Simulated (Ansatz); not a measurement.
The calculation's input:

```
crystal:
  periodic: [false, false, false]
  atoms:
    - { symbol: Si, position_ang: [0.0, 0.0, 0.0] }
    - { symbol: H, position_ang: [0.0, 0.0, 1.81] }
    - { symbol: H, position_ang: [1.3768, 0.0, -0.4862] }
    - { symbol: H, position_ang: [-0.6877, 1.1914, -0.4862] }
    - { symbol: O, position_ang: [-0.7913, -1.3709, -0.5594] }
    - { symbol: H, position_ang: [-1.2459, -1.8365, 0.2129] }
    - { symbol: O, position_ang: [1.0334, -1.5693, 0.6243] }
    - { symbol: H, position_ang: [0.4671, -2.4013, 0.5398] }
    - { symbol: H, position_ang: [0.5283, -0.8022, 1.7351] }
basis:
  gaussian: { orbitals: "6-31G*" }
hamiltonian:
  xc: pbe
  dispersion: d4
relax:
  f_tol: 0.15
  max_steps: 25
  restrain:
    - { distance: [0, 6], at: 1.68, k: 30.0 }
    - { distance: [8, 1], at: 0.66, k: 30.0 }
    - { distance: [0, 1], at: 2.66, k: 30.0 }
    - { distance: [8, 6], at: 2.21, k: 30.0 }
output:
  orbitals: {}
```

Command:

```sh
ansatz run input.yaml --threads 1 --pin off --max-ram 2048MiB --backend cpu --events-out ev --progress --plain --runs-dir out
```

The fields are those of the run's last geometry, not of the input's.

Not at a stationary point (largest force 1.6 eV/Å).

Level of theory: RKS PBE-D4/6-31G* in Ansatz.

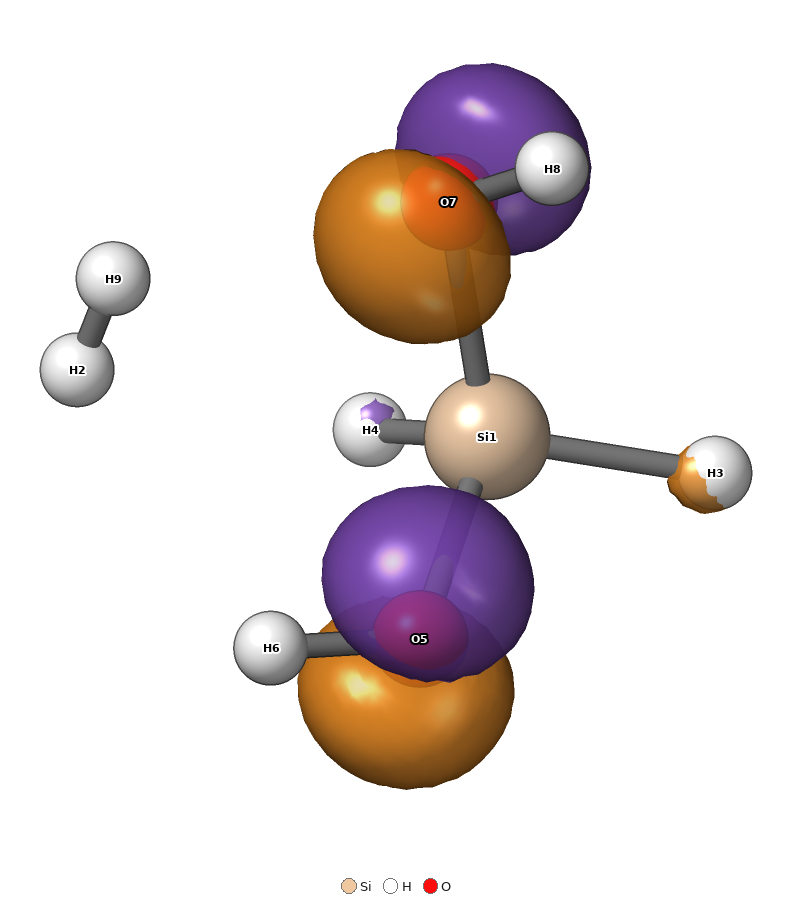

H4O2Si···H2. The HOMO at ±0.2 Å⁻³ᐟ² (orange and purple are the two phases), seen across its widest extent.

Describe this orbital and give its energy.

Its weight (Hirshfeld) is mainly on O5 (about 40 %) and O7 (about 35 %); largely a combination of lone pairs on O5 and O7. Its energy is −7.08 eV.
